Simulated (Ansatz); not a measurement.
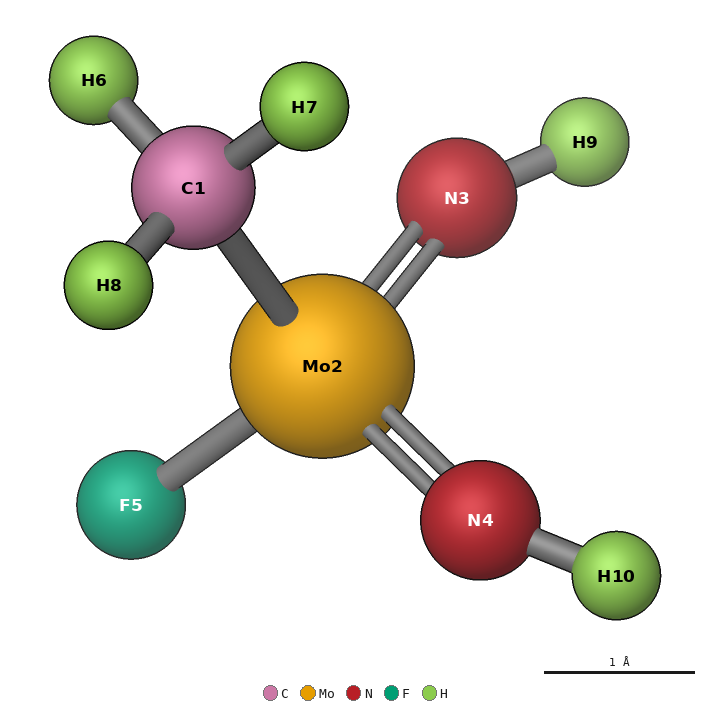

Atoms carry their numbers in the input. The species is neutral and a spin singlet. Computed geometry: PBE0-D4/def2-TZVP optimisation.

Give the bond lengths.

```json
{"bond": "C1–Mo2", "length (Å)": "2.103"}
{"bond": "C1–H6", "length (Å)": "1.094"}
{"bond": "C1–H7", "length (Å)": "1.090"}
{"bond": "C1–H8", "length (Å)": "1.094"}
{"bond": "Mo2–N3", "length (Å)": "1.720"}
{"bond": "Mo2–N4", "length (Å)": "1.720"}
{"bond": "Mo2–F5", "length (Å)": "1.868"}
{"bond": "N3–H9", "length (Å)": "1.011"}
{"bond": "N4–H10", "length (Å)": "1.011"}
```
